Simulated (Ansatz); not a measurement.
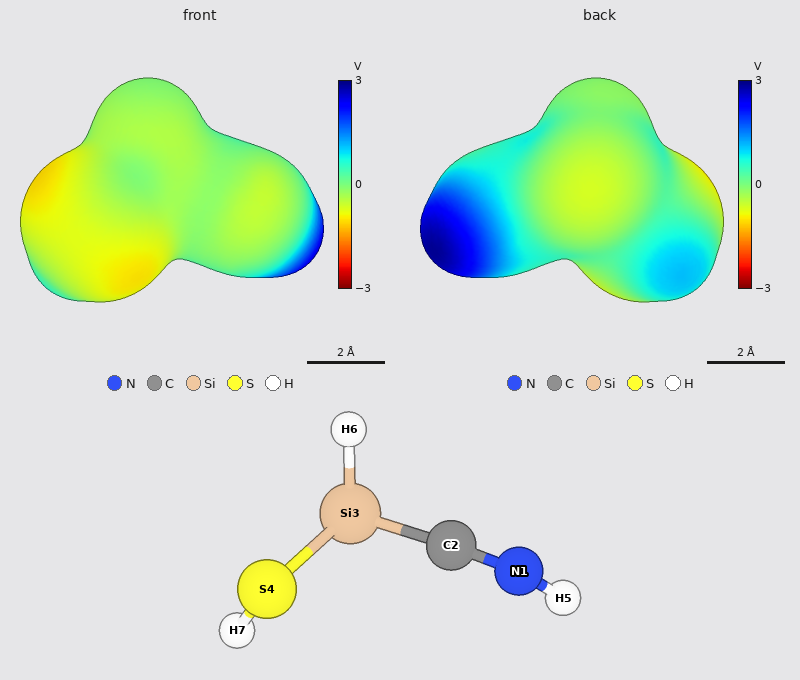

Figure. CH3NSSi. The electrostatic potential painted on the density surface at 0.002 e/bohr³, seen from the front and from behind; red is negative and blue positive. The bare structure is drawn below in the same view.

Computed with RKS revPBE/def2-SVP in Ansatz.

```xyz
7

N    -0.6195    0.8056    1.8920
C    -0.0346    0.4799    0.8854
Si    0.9066   -0.3358   -0.4971
S    -0.6162   -0.3917   -2.0894
H    -0.7960    0.3504    2.7949
H     1.8044    0.8447   -0.8288
H    -0.6448   -1.7531   -2.1571
```

Describe the electrostatic potential map.

Answer. The most negative region (about −1.0 V) lies over S4, the most positive (about +2.8 V) over H5.
